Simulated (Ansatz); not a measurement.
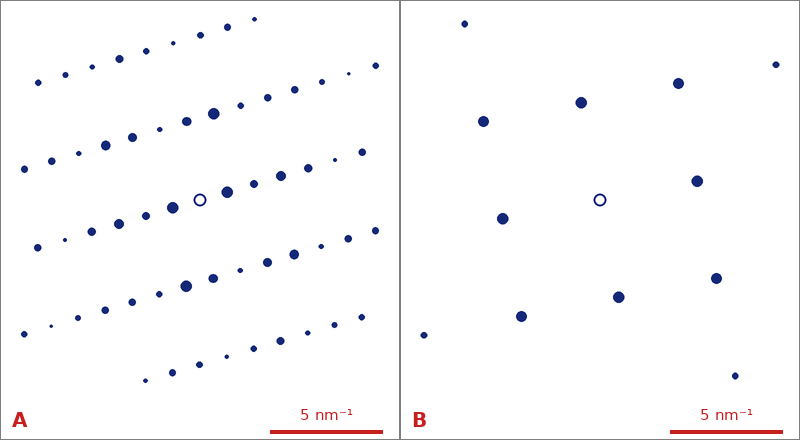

Kinematic electron diffraction patterns (300 kV, B = 0.5 Å², same scale, each along a low-index zone) of two structures of composition Zr2F, each relaxed at zero pressure with DFT PBE, scalar-relativistic, plane waves, PAW in Ansatz.

The structures (standard cells):
1. R3m (No. 160), a = 3.250 Å, c = 23.665 Å (hexagonal axes), 9 atoms; generated start, possibly hypothetical
2. P4_2/nmc (No. 137), a = 3.167 Å, c = 11.273 Å, 6 atoms; generated start, possibly hypothetical

> Which pattern belongs to which structure, and along which zone?

A is structure 1 along [100] or an equivalent direction: oblique net of 0 0 3 at d = 7.89 Å and 0 -1 1 at d = 2.79 Å, 83.2° apart. B is structure 2 along [001]: square net of 1 -1 0 at d = 2.24 Å and 1 1 0 at d = 2.24 Å, 90.0° apart (some points of this net are extinct or too weak to see).

> Which structure lies lowest at this level of theory, and by how much?

Structure 2 (P4_2/nmc, 18.84 Å³ an atom) is the lowest of these; structure 1 (R3m, 24.05 Å³ an atom) lies about 120 meV an atom higher. These are static energies at 0 K; other structures, not shown, may lie lower still.
